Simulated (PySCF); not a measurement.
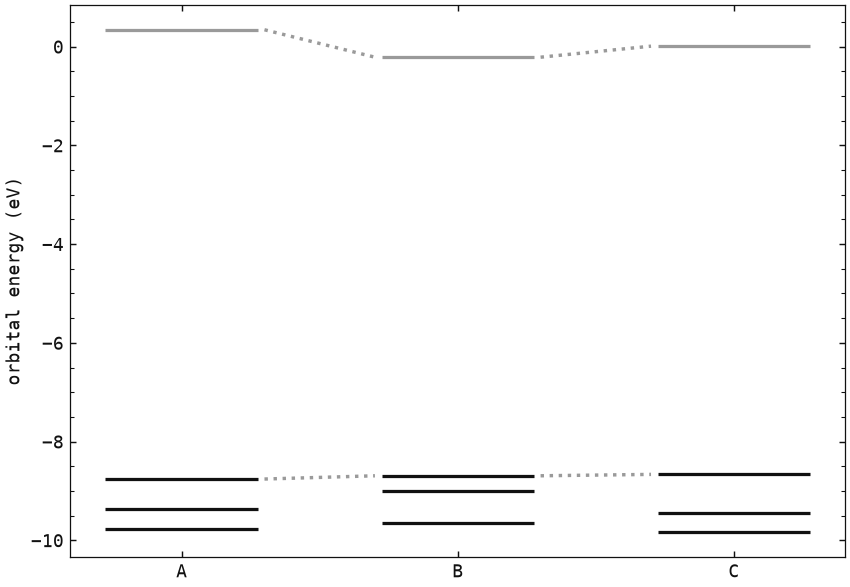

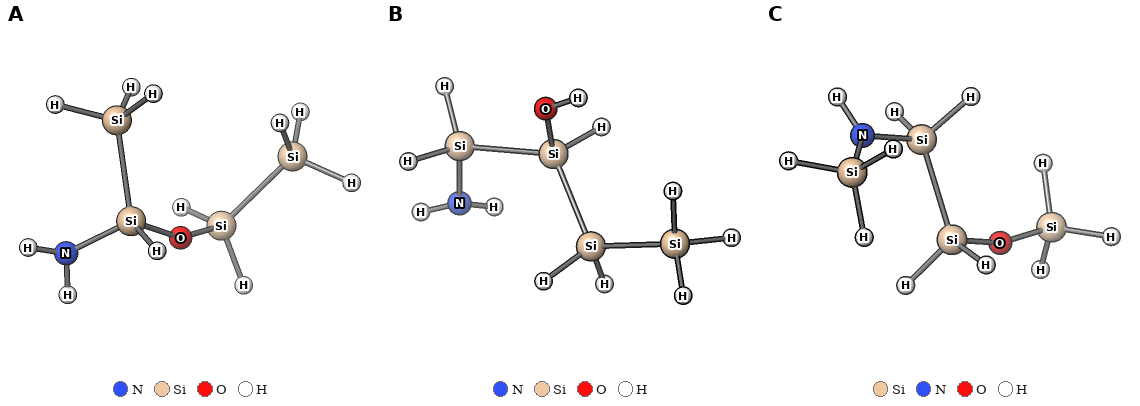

Related molecules: A is Si₄NH₁₁O, SMILES N[Si@H]([SiH3])O[SiH2][SiH3]; B is Si₄NH₁₁O, SMILES N[SiH2][Si@@H](O)[SiH2][SiH3]; C is Si₄NH₁₁O, SMILES [SiH3]N[SiH2][SiH2]O[SiH3]. Frontier orbital energies, CAM-B3LYP/def2-SVPD in PySCF, at a GFN2-xTB geometry (no frequency check); drawn are at most three filled levels and, in grey, the LUMO with any level within 0.03 eV of it; dotted lines join the HOMOs and the LUMOs.

Question: What does the change do to the frontier levels?

Answer: From A to B the HOMO rises by 0.07 eV and the LUMO falls by 0.56 eV, so the separation goes from 9.10 to 8.48 eV. From A to C the HOMO rises by 0.09 eV and the LUMO falls by 0.33 eV, so the separation goes from 9.10 to 8.68 eV.

Caveats, for all or some of the runs: empty levels above zero depend strongly on the basis; one conformer of a flexible molecule; the tight-binding geometry is rougher than a DFT one and adds to the error.
